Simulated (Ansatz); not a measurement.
**Germanium (Fd-3m, 2 atoms a cell): the G0W0 gap against the k mesh**

Wanted: mesh convergence of the gap correction in Germanium (Fd-3m, 2 atoms a cell).

Main program and level: Ansatz 0.2.0; G0W0 on r2SCAN, plane waves, PAW; PAW set soft_1.

**1. Set-up**

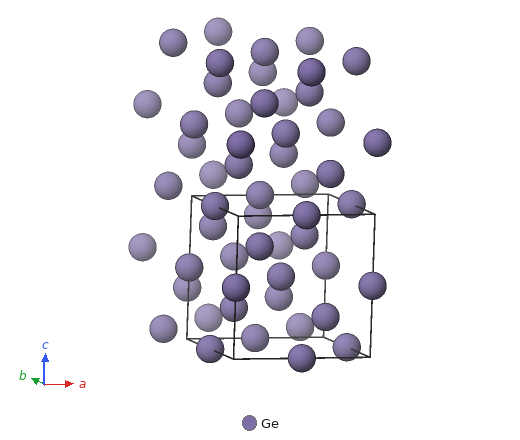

Start, viewed slightly off an axis; germanium purple. 1×2×2 cells are drawn. This picture shows the conventional cell, with its axes. Some periodic images of atoms are drawn too.

The cell and positions come from the Crystallography Open Database and are kept as given unless a step says otherwise.

**2. The 4×4×4 mesh**

G0W0 replaces the xc potential by the self-energy, built once from these orbitals. Only a window of levels is corrected, while the sums run over the empty bands that the input names. This step takes PAW set soft_1 files.

input.yaml

```yaml
crystal:
  lattice:
    - [0.0, 2.82891, 2.82891]
    - [2.82891, 0.0, 2.82891]
    - [2.82891, 2.82891, 0.0]
  atoms:
    - { symbol: Ge, position: [0.0, 0.0, 0.0] }
    - { symbol: Ge, position: [0.25, 0.25, 0.25] }
kpoints:
  mp_grid: { grid: [4, 4, 4] }
hamiltonian:
  xc: r2scan
  pseudopotentials: { kind: paw, azcp: { folder: soft_1 } }
scf:
  occupations: { method: fixed }
gw:
  n_empty_bands: 102
  ecut_chi: 100
  qp_bands: [v2, c2]
  qp_kpoints: band_edges
  screening: { model: contour_deformation }
```

Run with:

```sh
ansatz run input.yaml --threads 4 --pin off --max-ram 138240MiB --backend cuda --events-out ev --progress --plain --runs-dir out --devices 1 --max-vram 26GiB
```

Numbers of over 12 decimals in the logs are rounded to 6 here.

The log of the run:

```text
GPUs: using 1 of 1 available (devices: 1).
Engine: ansatz 0.2.0, x86_64-unknown-linux-gnu
Pseudopotentials: kind: paw
Pseudopotential: Ge, paw, valence charge 14, recommended cutoff 500 eV (meta_gga), soft_1/Ge.paw.azcp
Functional definition: r2SCAN
  parameter k0 = 0.174
  parameter k1 = 0.065
  parameter a1 = 4.9479
  exchange = r2scan_x(k0 = k0, k1 = k1, a1 = a1)
  correlation = r2scan_c
device memory: the entry about to start is reckoned to put 1.6 GiB on a device that reports 47.3 GiB free (of which the cap on the GPU budget leaves the run 26.0 GiB)
GPU FFT provider: cuFFT
GPU libraries: cuBLAS 13.8.2, cuFFT 12.4.0, cuSOLVER 12.3.4
Crystal: 2 atoms, lattice volume = 45.278 Å³
Basis set: ecut = 500 eV, 1139 PW (Γ), exchange–correlation on 120×120×120 points (64 copies of the dense FFT grid, shifted against one another)
Bands: 18, of which v1, the nominal top of the filled ones, is band 14 counted from 1 (13 counted from 0)
Symmetry: 48 space group operations
Space group: Fd-3m (ITA 227), of the structure as read, at distance tolerance 3.6e-5 Å
k-points: 8 of 64
Non-local potential: Ge, projectors of the file, l = 0: 2, l = 1: 2, l = 2: 3, l = 3: 1
PAW form: soft (Blöchl's): semilocal exchange-correlation on the pseudo side does not see the compensation charge
PAW frozen core: Ge, regenerated for the run's functional (the file was generated under x = pbe(κ = 0.804, μ = 0.219515), c = pbe(β = 0.066725))
PAW one-centre angular grid: Ge, 590 points (default); XC on 160 Gauss nodes
Initial density: superposition of atomic densities (chi_scale 0.1, normalization cell)
Initial wavefunctions: pseudopotential atomic-orbital guess
GPU buffer pool allocated for 27000 grid points (all kernels)
GPU transforms: local potential and band sums: pruned to the plane-wave sphere, on 30×30×30
Functional: x = r2scan, c = r2scan; τ floored in thin density (d = 2e-4 eV/Å³)
iter 1 solved again at ethr=2.01e-3 eV; its pass at ethr=3.10e-3 eV (dr2=5.62e-1 eV) is discarded
SCF iter   1: F=—  HF=-8605.510332 eV  |F-HF|=—  |Δ(HF+E_count)|=         —  Δρ=4.06e-2  dr2=5.63e-1  dr2_τ=5.35e-3  ethr=2.01e-3  ⟨swp⟩=1.0  Hψ=801  notcnv=0  defer=2
preconditioner: auto → none  [insulator: Δε(μ)=0.166 eV  Ē_g=24.255 eV  n_scr=14 (ndim 8)  ℏωp=29.2 eV  f_vac=0.000  ε∞_Penn≈2.4]
SCF iter   2: F=—  HF=-8605.555374 eV  |F-HF|=—  |Δ(HF+E_count)|=   4.50e-2  Δρ=2.05e-2  dr2=1.19e-1  dr2_τ=7.75e-4  ethr=2.01e-3  ⟨swp⟩=2.2  Hψ=167  notcnv=0  defer=12
SCF iter   3: F=—  HF=-8605.589074 eV  |F-HF|=—  |Δ(HF+E_count)|=   3.37e-2  Δρ=3.14e-3  dr2=1.86e-3  dr2_τ=3.71e-5  ethr=4.24e-4  ⟨swp⟩=3.1  Hψ=278  notcnv=0  defer=12
SCF iter   4: F=—  HF=-8605.587151 eV  |F-HF|=—  |Δ(HF+E_count)|=   1.92e-3  Δρ=6.81e-4  dr2=7.90e-5  dr2_τ=1.11e-6  ethr=6.64e-6  ⟨swp⟩=2.6  Hψ=283  notcnv=0  defer=12
SCF iter   5: F=—  HF=-8605.587192 eV  |F-HF|=—  |Δ(HF+E_count)|=   4.07e-5  Δρ=1.36e-4  dr2=3.59e-6  dr2_τ=6.24e-8  ethr=2.82e-7  ⟨swp⟩=2.0  Hψ=257  notcnv=0  defer=12
SCF iter   6: F=-8605.587193 eV  HF=-8605.587193 eV  |F-HF|=5.53e-9  |Δ(HF+E_count)|=   1.13e-6  Δρ=4.07e-6  dr2=1.82e-9  dr2_τ=9.56e-11  ethr=3.57e-10  ⟨swp⟩=3.8  Hψ=601  notcnv=0
SCF 1 converged in 6 iterations: F = -8605.587193 eV  dr2 = 1.82e-9
[...]
device memory: the entry about to start is reckoned to put 2.4 GiB on a device that reports 47.3 GiB free (of which the cap on the GPU budget leaves the run 26.0 GiB)
NSCF: frozen V_eff on 8 k-points
[...]
device memory: the entry about to start is reckoned to put 2.9 GiB on a device that reports 47.3 GiB free (of which the cap on the GPU budget leaves the run 26.0 GiB)
NSCF: frozen V_eff on 8 k-points
G₀W₀ screening: q 1/8
[... further progress lines ...]
device memory: the entry about to start is reckoned to put 0.4 GiB on a device that reports 47.2 GiB free (of which the cap on the GPU budget leaves the run 26.0 GiB)
NSCF: frozen V_eff on 1 k-points
SCF converged after 6 iterations
Free energy (F): -8605.587193 eV
Harris-Foulkes:  -8605.587193 eV  (|F-HF|=5.53e-9)
Internal energy: -8605.587193 eV  (E = F + TS)
E sigma→0 (E₀):  -8605.587193 eV
Fermi energy:    8.380296 eV
--- Per-component energies (eV) ---
  E_band       = -317.501222
  E_kinetic    = 185.505042
  E_local      = -4504.931585  (includes V_loc(G=0)·N_el)
  E_nonlocal   = 437.995932
  E_hartree    = 2151.049603
  E_xc         = -131.627709
  E_vxc        = -136.472669  (∫ρ·V_xc dr)
  E_paw        = -4054.272240  (= ΣΔE_a)
  E_vpaw       = -608.806322  (= ΣTr[D̂ρ^β])
  E_aug_tail   = -0.000008  (compensation charges beyond the density's cutoff)
  E_vtau       = 7.109291  (kinetic-family band-sum trace: ∫τ·v_τ [+ j·A + Jᵃ·Aᵃ] dr)
  E_ewald      = -2687.134708
  E_core_change = -2.171521  (= ΣΔE_core)
  E_smearing   = -0.000000  (= −TS)
  E_closure    = 0.000000  (closes the sum)
  Σ components = -8605.587193   (vs F -8605.587193, Δ=0.00e0)
--- Band table (eV; the first three rows and the last of 8) ---
  k-point 0: bands = [... 10 lower, -4.9129, 8.3803, 8.3803, 8.3803, 8.8302, 11.0981, 11.0981, 11.0981]
  k-point 1: bands = [... 10 lower, -4.1335, 3.5530, 7.4501, 7.4501, 9.3352, 12.2418, 12.2418, 14.4863]
  k-point 2: bands = [... 10 lower, -2.7180, 0.5189, 6.8967, 6.8967, 8.8415, 12.3728, 12.3728, 16.0328]
  k-point 7: bands = [... 10 lower, -0.7223, -0.7223, 4.3217, 4.3217, 13.0765, 13.0765, 13.4287, 13.4287]
--- G₀W₀: contour deformation, 8 samples at zero and on the imaginary axis and 2 off it, 64 q-points, 102 empty bands' worth ---
  eigenvalues of the whole cell's RPA ε∞ on this k-mesh (on a slab, of 1 + 4πα/V) = 242.5919, 242.5919, 242.5919; static W/v taken at q = 0 is 0.004122
  bands read: the sum over 116 bands ends inside a degenerate multiplet in 1 slot, whose members it reads at an even weight; the widest, k=2: bands 116 to 117 (counted from 1) at 1/2 each
  gw.qp_kpoints: band_edges: 5 of 8 stored k-points solved, in 1 pass; an edge of the gap read off the rows below is read off those points alone
    valence top: of the k-points left out ik 5 came nearest to being solved in a further pass, in band 14 (counted from 1, as in the quasiparticle table): it holds the edge there only if its correction is more favourable than any solved in that band by at least 1.576 eV; those differ by 0.017 eV
    conduction bottom: of the k-points left out ik 4 came nearest to being solved in a further pass, in band 15 (counted from 1, as in the quasiparticle table): it holds the edge there only if its correction is more favourable than any solved in that band by at least 0.956 eV; those differ by 0.485 eV
    ik  band        ε_KS         Σx   Σc(E_QP)       V_xc       Z   E_QP_lin       E_QP  E_QP is
     0    13      8.3803   -15.8980     1.0607   -14.6589  0.7768     8.2011     8.2019  root
     0    14      8.3803   -15.8980     1.0607   -14.6589  0.7768     8.2011     8.2019  root
     0    15      8.8302   -12.4360    -4.0781   -16.9275  0.7760     9.2494     9.2436  root
     0    16     11.0981    -8.2626    -4.1670   -12.5649  0.7648    11.2340    11.2334  root
     1    13      7.4501   -15.4943     1.2453   -14.0792  0.7708     7.2797     7.2804  root
     1    14      7.4501   -15.4943     1.2453   -14.0792  0.7708     7.2797     7.2804  root
     1    15      9.3352    -9.7393    -3.9542   -13.8857  0.7777     9.5284     9.5274  root
     1    16     12.2418    -8.2034    -4.4407   -12.7357  0.7696    12.3335    12.3334  root
     2    13      6.8967   -15.5748     1.4884   -13.9076  0.7655     6.7171     6.7179  root
     2    14      6.8967   -15.5748     1.4884   -13.9076  0.7655     6.7171     6.7179  root
     2    15      8.8415    -9.7916    -3.8289   -13.7844  0.7805     9.0061     9.0054  root
     2    16     12.3728    -7.4527    -4.4862   -11.9602  0.7755    12.3941    12.3941  root
     3    13      6.2435   -15.1355     1.5944   -13.3585  0.7610     6.0597     6.0610  root
     3    14      6.2435   -15.1355     1.5944   -13.3585  0.7610     6.0597     6.0610  root
     3    15      9.5951    -7.5860    -3.8472   -11.4222  0.7811     9.5840     9.5840  root
     3    16     11.4453    -8.2247    -4.3647   -12.6351  0.7737    11.4910    11.4909  root
     6    13      5.1537   -15.2261     2.0708   -12.9689  0.7408     4.9661     4.9673  root
     6    14      5.1537   -15.2261     2.0708   -12.9689  0.7408     4.9661     4.9673  root
     6    15      9.3499    -7.2464    -3.8340   -11.0083  0.7858     9.2782     9.2779  root
     6    16      9.3499    -7.2464    -3.8340   -11.0083  0.7858     9.2782     9.2779  root
```

Wall time 6.2 s (1 × NVIDIA H100 80GB HBM3 (shared by 3 runs) with 4 threads of AMD EPYC 7R13 (Zen 3), shared host); peak memory 1.1 GiB.

This step gave:

| Quantity | Value |
| --- | --- |
| bands summed | 116 |
| RPA ε∞ on this mesh (eigenvalues) | 242.6, 242.6, 242.6 |
| plane waves in the screening matrix | 113 |
| q-points in the mesh | 64 |
| G0W0 gap on the mesh | 0.8036 eV |
| k of the valence top | 0, 0, 0 |
| k of the conduction bottom | 0, 0, -0.5 |
| starting gap on the mesh | 0.4499 eV |
| Z at the valence top | 0.7768 |
| Z at the conduction bottom | 0.7805 |
| least direct G0W0 gap on the computed points | 1.042 eV |

The gap on the mesh goes from 0.45 eV to 0.80 eV, a correction of +0.35 eV. Between the two edge states, bare exchange in place of the xc potential would open the gap by 5.23 eV, and correlation takes back 4.89 eV.

**3. The 6×6×6 mesh**

A second mesh at equal bands and cutoff isolates the sampling error.

Changes to input.yaml since step 2:

```diff
@@ -9,3 +9,3 @@
 kpoints:
-  mp_grid: { grid: [4, 4, 4] }
+  mp_grid: { grid: [6, 6, 6] }
 hamiltonian:
```

The log of the run:

```text
GPUs: using 1 of 1 available (devices: 1).
[...]
GPU FFT provider: cuFFT
GPU libraries: cuBLAS 13.8.2, cuFFT 12.4.0, cuSOLVER 12.3.4
Crystal: 2 atoms, lattice volume = 45.278 Å³
Basis set: ecut = 500 eV, 1139 PW (Γ), exchange–correlation on 120×120×120 points (64 copies of the dense FFT grid, shifted against one another)
Bands: 18, of which v1, the nominal top of the filled ones, is band 14 counted from 1 (13 counted from 0)
[... 1 set-up line as in the run before ...]
[...]
k-points: 16 of 216
[...]
GPU buffer pool allocated for 27000 grid points (all kernels)
[...]
SCF iter   6: F=-8605.791342 eV  HF=-8605.791342 eV  |F-HF|=3.93e-9  |Δ(HF+E_count)|=   9.81e-7  Δρ=3.93e-6  dr2=1.48e-9  dr2_τ=8.94e-11  ethr=3.57e-10  ⟨swp⟩=3.9  Hψ=1248  notcnv=0
SCF 1 converged in 6 iterations: F = -8605.791342 eV  dr2 = 1.48e-9
[...]
NSCF: frozen V_eff on 16 k-points, pencils in batches of 32, up to order 72
[...]
0    13      8.3525   -15.5382     0.7242   -14.6486  0.7666     8.1859     8.1870  root
     0    14      8.3525   -15.5382     0.7242   -14.6486  0.7666     8.1859     8.1870  root
     0    15      8.7961   -12.8800    -3.6676   -16.9385  0.7679     9.1973     9.1870  root
     0    16     11.0783    -8.4082    -4.0164   -12.5751  0.7561    11.2298    11.2288  root
     1    13      7.8042   -15.2419     0.8376   -14.2436  0.7631     7.6425     7.6436  root
     1    14      7.8042   -15.2419     0.8376   -14.2436  0.7631     7.6425     7.6436  root
     1    15      9.6005   -10.3407    -3.6970   -14.2617  0.7664     9.8268     9.8244  root
     1    16     11.8074    -8.5380    -4.2066   -12.8764  0.7499    11.9400    11.9392  root
[...]
15    13      4.4752   -14.6161     2.1078   -12.3035  0.7229     4.2683     4.2704  root
    15    14      4.4752   -14.6161     2.1078   -12.3035  0.7229     4.2683     4.2704  root
    15    15     11.3405    -7.6957    -4.1762   -11.8713  0.7569    11.3399    11.3399  root
    15    16     11.3405    -7.6957    -4.1762   -11.8713  0.7569    11.3399    11.3399  root
[key lines of the parts left out:]
SCF converged after 6 iterations
Free energy (F): -8605.791342 eV
Fermi energy:    8.352473 eV
```

It took 11 s on 1 × NVIDIA H100 80GB HBM3 (shared by 3 runs) with 4 threads; peak memory 1.2 GiB.

This step gave:

* bands summed: 116
* RPA ε∞ on this mesh (eigenvalues): 90.35, 90.35, 90.35
* plane waves in the screening matrix: 113
* q-points in the mesh: 216
* G0W0 gap on the mesh: 0.7941 eV
* k of the valence top: 0, 0, 0
* k of the conduction bottom: 0, 0, -0.5
* starting gap on the mesh: 0.4437 eV
* Z at the valence top: 0.7666
* Z at the conduction bottom: 0.7711
* least direct G0W0 gap on the computed points: 1.000 eV

Against the run with 4×4×4 mesh, 102 empty bands, screening to 100 eV, PAW set soft_1 files, the gap moves by −0.009 eV.

**4. The 8×8×8 mesh**

Changes to input.yaml since step 3:

```diff
@@ -9,3 +9,3 @@
 kpoints:
-  mp_grid: { grid: [6, 6, 6] }
+  mp_grid: { grid: [8, 8, 8] }
 hamiltonian:
```

The log of the run:

```text
GPUs: using 1 of 1 available (devices: 1).
[...]
GPU FFT provider: cuFFT
GPU libraries: cuBLAS 13.8.2, cuFFT 12.4.0, cuSOLVER 12.3.4
Crystal: 2 atoms, lattice volume = 45.278 Å³
Basis set: ecut = 500 eV, 1139 PW (Γ), exchange–correlation on 120×120×120 points (64 copies of the dense FFT grid, shifted against one another)
Bands: 18, of which v1, the nominal top of the filled ones, is band 14 counted from 1 (13 counted from 0)
[...]
1    16     11.5460    -8.5964    -4.0796   -12.8249  0.7501    11.6962    11.6949  root
[...]
28    13      4.2952   -14.5513     2.1875   -12.1533  0.7147     4.0818     4.0847  root
    28    14      4.2952   -14.5513     2.1875   -12.1533  0.7147     4.0818     4.0847  root
    28    15     13.0505    -8.3136    -4.8962   -13.3226  0.7282    13.1638    13.1632  root
    28    16     13.0505    -8.3136    -4.8962   -13.3226  0.7282    13.1638    13.1632  root
[key lines of the parts left out:]
SCF converged after 6 iterations
Free energy (F): -8605.821607 eV
Fermi energy:    8.347028 eV
```

The job ended after 35 s (1 × NVIDIA H100 80GB HBM3 (shared by 3 runs) with 4 threads; peak memory 1.3 GiB; 64 s of CPU time).

Numbers from this step:

```
bands summed                                 : 116
RPA ε∞ on this mesh (eigenvalues)            : 47.69, 47.69, 47.69
plane waves in the screening matrix          : 113
G0W0 gap on the mesh                         : 0.8031 eV
k of the valence top                         : 0, 0, 0
k of the conduction bottom                   : 0, 0, -0.5
starting gap on the mesh                     : 0.4423 eV
least direct G0W0 gap on the computed points : 0.9953 eV
```

Against the run with 6×6×6 mesh, 102 empty bands, screening to 100 eV, PAW set soft_1 files, the gap moves by +0.009 eV.

**5. The 10×10×10 mesh**

Changes to input.yaml since step 4:

```diff
@@ -9,3 +9,3 @@
 kpoints:
-  mp_grid: { grid: [8, 8, 8] }
+  mp_grid: { grid: [10, 10, 10] }
 hamiltonian:
```

The log of the run:

```text
GPUs: using 1 of 1 available (devices: 1).
[...]
GPU FFT provider: cuFFT
GPU libraries: cuBLAS 13.8.2, cuFFT 12.4.0, cuSOLVER 12.3.4
Crystal: 2 atoms, lattice volume = 45.278 Å³
Basis set: ecut = 500 eV, 1139 PW (Γ), exchange–correlation on 120×120×120 points (64 copies of the dense FFT grid, shifted against one another)
Bands: 18, of which v1, the nominal top of the filled ones, is band 14 counted from 1 (13 counted from 0)
[...]
1    16     11.3971    -8.5984    -4.0102   -12.7684  0.7540    11.5583    11.5569  root
[...]
46    13      4.3595   -14.5726     2.1475   -12.2098  0.7172     4.1411     4.1442  root
    46    14      4.3595   -14.5726     2.1475   -12.2098  0.7172     4.1411     4.1442  root
    46    15     12.0439    -7.7192    -4.3790   -12.1244  0.7459    12.0702    12.0701  root
    46    16     12.0439    -7.7192    -4.3790   -12.1244  0.7459    12.0702    12.0701  root
[key lines of the parts left out:]
SCF converged after 6 iterations
Free energy (F): -8605.828027 eV
Fermi energy:    8.345689 eV
```

Run time: 73 s. Hardware: 1 × NVIDIA H100 80GB HBM3 (shared by 3 runs) with 4 threads; peak memory 1.4 GiB; 2.5 min of CPU time.

This step gave:

| Item | Value |
| --- | --- |
| bands summed | 116 |
| RPA ε∞ on this mesh (eigenvalues) | 31.81, 31.81, 31.81 |
| plane waves in the screening matrix | 113 |
| G0W0 gap on the mesh | 0.8148 eV |
| k of the valence top | 0, 0, 0 |
| k of the conduction bottom | 0, 0, -0.5 |
| starting gap on the mesh | 0.4418 eV |
| least direct G0W0 gap on the computed points | 0.9992 eV |

Against the run with 8×8×8 mesh, 102 empty bands, screening to 100 eV, PAW set soft_1 files, the gap moves by +0.012 eV.

**6. The meshes together**

Times are wall times on 1 × NVIDIA H100 80GB HBM3 (shared by 3 runs) with 4 threads of AMD EPYC 7R13 (Zen 3), shared host, good to a factor of about two.

```
    mesh  points  irreducible  start (eV)  G0W0 (eV)  shift (eV)  RPA ε∞ (mean)   time
   4×4×4      64            8       0.450      0.804      +0.354         242.59  6.2 s
   6×6×6     216           16       0.444      0.794      +0.350          90.35   11 s
   8×8×8     512           29       0.442      0.803      +0.361          47.69   35 s
10×10×10    1000           47       0.442      0.815      +0.373          31.81   73 s
```

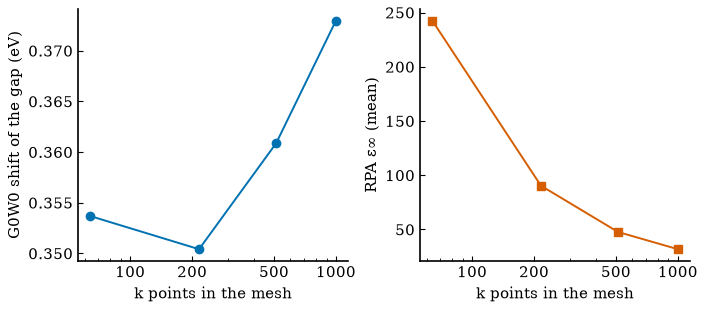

Shift and screening against the mesh.

**7. What came out**

| Item | Value |
| --- | --- |
| 4×4×4 | 0.804 eV (shift +0.354) |
| 6×6×6 | 0.794 eV (shift +0.350) |
| 8×8×8 | 0.803 eV (shift +0.361) |
| 10×10×10 | 0.815 eV (shift +0.373) |
| settings | r2SCAN start, 102 empty bands, 100 eV |

**Reading.** The shift is +0.35 eV on 4×4×4 and +0.37 eV on 10×10×10; the last step moves it by +0.012 eV. The RPA ε∞ (mean) ranges from 31.81 to 242.59 and ends at 31.81; the coarsest mesh overstates it. On 10×10×10 the states that bound the G0W0 gap lie 0.466 eV apart in the start, so part of the shift is a change of edge. From 64 to 1000 points the time grows 12-fold. Bands and cutoff are modest here, so the values stand off the basis limit. The RPA ε∞ on this mesh reaches over 25; with a narrow direct gap a coarse mesh can overstate it, and the correction is then too small. The many-body steps are scalar-relativistic: spin-orbit coupling is not in them.

[Paths, hosts, dates, memory and timing lines, banners, echoed tables and standing remarks are left out of the program output.]

[Logs are printed without paths, hosts, clocks, repeated set-up lines and the standing remarks that a program may print on its own settings, such as how far it seeks lower states.]

[Runs of the session that timed out or met a known fault of the program may be left out.]

[Cells called generated may have been cut or substituted from an entry of the Crystallography Open Database or the Materials Project.]

[Hosts, paths, dates, database ids (printed as entryN), source tags and the programs' standing remarks are cut or masked in the printed files.]
